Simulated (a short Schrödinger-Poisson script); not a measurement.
Stack: gated Al0.4Ga0.6N/GaN polarisation-induced gas, at 20 K.

| layer | material | thickness (nm) | Na (cm⁻³) |
|---|---|---|---|
| 1 | Al0.4Ga0.6N | 20 | - |
| 2 | GaN | 6000 | 2e14 |

The device is made up for the run: typed textbook-type constants, with dimensions and the other settings drawn at random. Al0.4Ga0.6N: permittivity 9.26, conduction-band edge (eV) 0.58, gap (eV) 4.258, electron mass (mₑ) 0.248, Nv at 300 K (cm⁻³) 4.6e19. GaN: permittivity 9.5, conduction-band edge (eV) 0, gap (eV) 3.43, Nv at 300 K (cm⁻³) 4.6e19.

Channel valleys (confinement mass, in-plane density-of-states mass, number): Γ 0.2, 0.2, 1. At the gate the conduction-band edge of layer 1 lies 1.36 eV − eVg above the Fermi level of the channel; the field vanishes at the back. Sheet of polarisation charge: +2e13 e/cm² at 20 nm from the gate. The barrier under the gate holds no holes. Gaps are held at their typed values at every temperature. Mesh 0.08 nm at interfaces.

From a short Schrödinger-Poisson script (our own, NumPy): 1D Poisson equation in equilibrium, electrons quantum, Hartree plus LDA exchange-correlation (BenDaniel-Duke, 40 states a valley, the channel's in-plane mass for all, wave functions free to enter the barrier), parabolic valleys, classical holes, full ionisation, no traps, pinning or gate leakage.

Only gate voltages with over 1e8 electrons/cm² are shown.

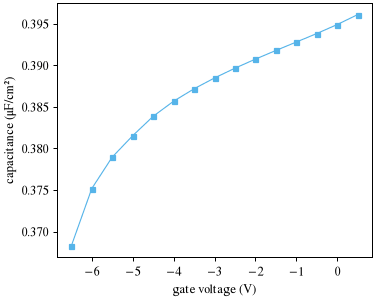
Fig. 1. Quasi-static capacitance against gate voltage

| Vg (V) | electrons (cm⁻²) | in the channel layer | C (μF/cm²) | Γ E0 (meV) | Γ E1 (meV) |
|---|---|---|---|---|---|
| 0.5 | 1.80e13 | 1.65e13 | 0.396 | -193.2 | -22.4 |
| 0 | 1.68e13 | 1.55e13 | 0.395 | -181.3 | -19.5 |
| -0.5 | 1.55e13 | 1.45e13 | 0.394 | -169.4 | -16.7 |
| -1 | 1.43e13 | 1.34e13 | 0.393 | -157.3 | -14.1 |
| -1.5 | 1.31e13 | 1.24e13 | 0.392 | -145.1 | -11.7 |
| -2 | 1.19e13 | 1.13e13 | 0.391 | -132.8 | -9.3 |
| -2.5 | 1.07e13 | 1.02e13 | 0.390 | -120.4 | -7.2 |
| -3 | 9.44e12 | 9.09e12 | 0.388 | -107.8 | -5.1 |
| -3.5 | 8.23e12 | 7.97e12 | 0.387 | -95.2 | -3.1 |
| -4 | 7.03e12 | 6.84e12 | 0.386 | -82.3 | -1.0 |
| -4.5 | 5.83e12 | 5.70e12 | 0.384 | -69.2 | 1.8 |
| -5 | 4.63e12 | 4.55e12 | 0.382 | -55.4 | 7.7 |
| -5.5 | 3.44e12 | 3.40e12 | 0.379 | -41.2 | 13.9 |
| -6 | 2.27e12 | 2.25e12 | 0.375 | -27.1 | 18.7 |
| -6.5 | 1.11e12 | 1.10e12 | 0.368 | -13.2 | 21.3 |

Subbands count from the Fermi level.
